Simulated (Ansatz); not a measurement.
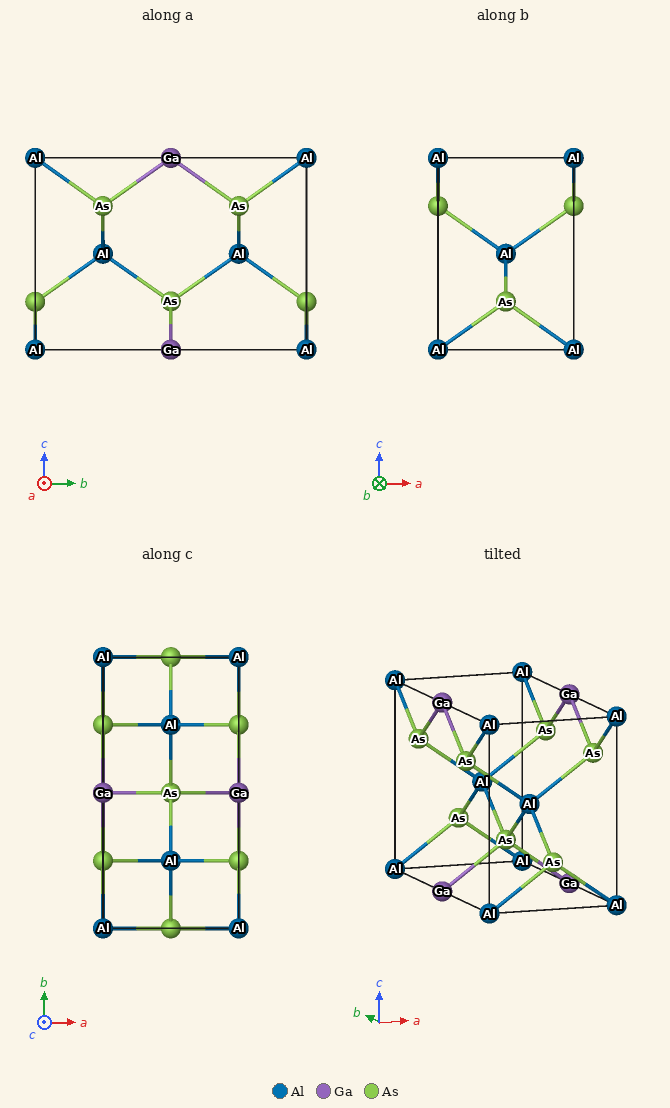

Ball-and-stick representation of a periodic structure, projected along the a axis, along the b axis, along the c axis and slightly off an axis. The parallelepiped is the conventional unit cell.

Lattice parameters: a = 4.0552 Å, b = 8.1095 Å, c = 5.7295 Å, α = 90.000°, β = 90.000°, γ = 90.000°.

Q: Give the structure in the form of a CIF with its space group and independent sites, with free fractional coordinates to two decimals.

A:
```cif
data_structure
_symmetry_space_group_name_H-M 'P m m 2'
_symmetry_Int_Tables_number 25
_cell_length_a 4.0552
_cell_length_b 8.1095
_cell_length_c 5.7295
_cell_angle_alpha 90.000
_cell_angle_beta 90.000
_cell_angle_gamma 90.000
_cell_volume 188.42
loop_
_atom_site_label
_atom_site_type_symbol
_atom_site_symmetry_multiplicity
_atom_site_Wyckoff_symbol
_atom_site_fract_x
_atom_site_fract_y
_atom_site_fract_z
_atom_site_occupancy
Al1 Al 1 a 0.00 0.00 0.00 1
Al2 Al 2 h 0.50 0.25 0.50 1
Ga1 Ga 1 b 0.00 0.50 0.00 1
As1 As 2 g 0.00 0.75 0.75 1
As2 As 1 c 0.50 0.00 0.25 1
As3 As 1 d 0.50 0.50 0.25 1
```

The initial geometry was a structure type filled with these elements by a generator (whether the compound takes this form wasn't checked). The structure drawn was relaxed with DFT PBE, scalar-relativistic, plane waves, PAW (Ansatz 0.2.0).
